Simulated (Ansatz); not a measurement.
**ClGaH₂: density, localisation and related maps**

The calculation's input:

```
crystal:
  periodic: [false, false, false]
  atoms:
    - {symbol: Cl, position_ang: [-1.701390, 0.506746, -0.768856]}
    - {symbol: Ga, position_ang: [0.196631, -0.070637, 0.076290]}
    - {symbol: H, position_ang: [0.587597, -1.565305, -0.131212]}
    - {symbol: H, position_ang: [0.972761, 1.068996, 0.803478]}
basis:
  gaussian: {orbitals: def2-TZVPD}
hamiltonian: {xc: {name: PBE0}}
output: {forces: true, orbitals: {seedname: orbitals}}
```

Run with:

```sh
ansatz run input.yaml --threads 2 --pin off --max-ram 5220MiB --events-out events.jsonl --progress --plain --runs-dir runs
```

Geometry: PBE0-D4/def2-SVP.

Method: isolated molecule in a Gaussian basis; Kohn-Sham density functional theory, functional PBE0 in Ansatz 0.2.0.

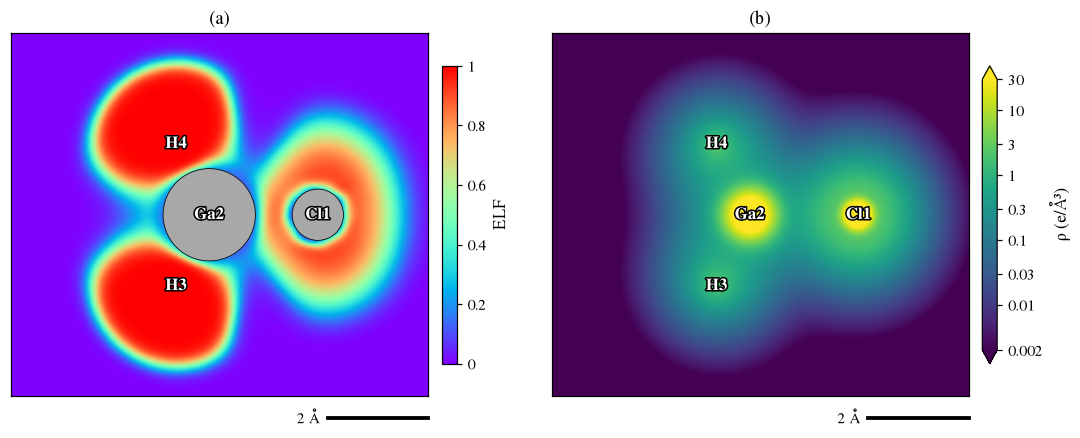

Figure 1. (a) electron localisation function; (b) electron density on the molecular plane. Grey discs cover the atomic cores in the ELF map.

What does the map show?

The section cuts through Cl, Ga and H sites.
Ga–Cl (2.16 Å): ρ is about 0.71 e/Å³ halfway; the ELF peaks at about 0.85 in the valence shell of Cl, 0.9 Å from its nucleus, and is about 0.60 at the midpoint.
Ga–H (1.56 Å): the density is about 1 e/Å³ at the midpoint; the ELF climbs to about 1 towards the hydrogen.
The ELF also peaks beside Cl1, away from the bonds: lone-pair regions.

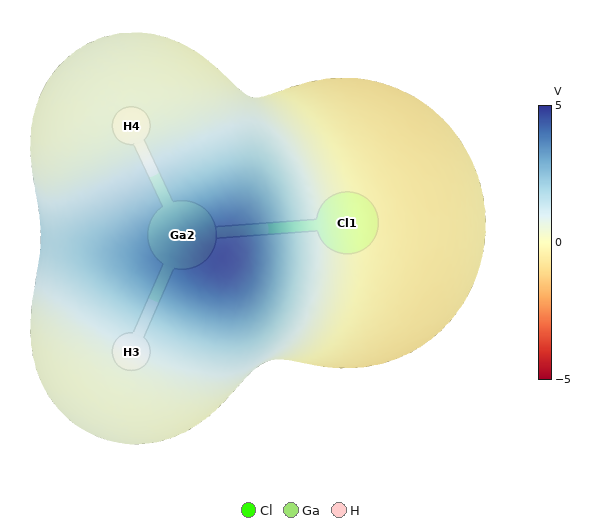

Figure 2. The electrostatic potential painted on the density surface at 0.004 e/bohr³, seen at a tilt; the colour scale runs from red (negative) to blue (positive).

Describe the electrostatic potential map.

The most negative region (about −0.7 V) lies over Cl1, the most positive (about +4.6 V) over Ga2.

How polar is the molecule by this calculation?

Its dipole moment is 2.03 D.

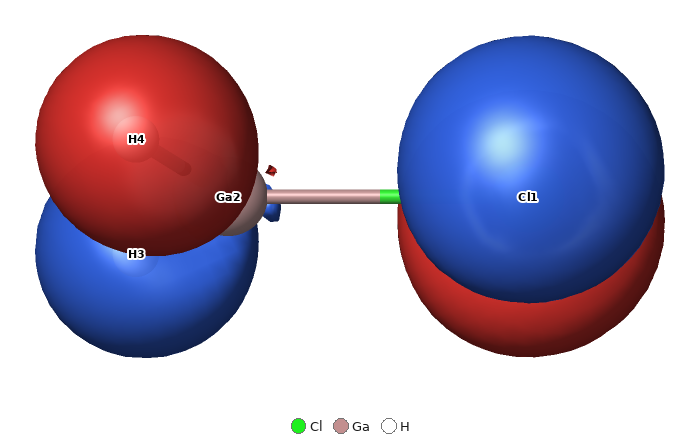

Figure 3. One frontier orbital at ±0.15 Å⁻³ᐟ² (blue and red are the two phases), seen from one side.

Which orbital is it: HOMO or LUMO?

The HOMO, at −8.48 eV. It lies mainly on Cl1 (about 60 %), Ga2 (about 15 %), H3 (about 15 %) and H4 (about 15 %); it is symmetric in the molecular plane (an in-plane orbital: σ, lone-pair or in-plane π type).
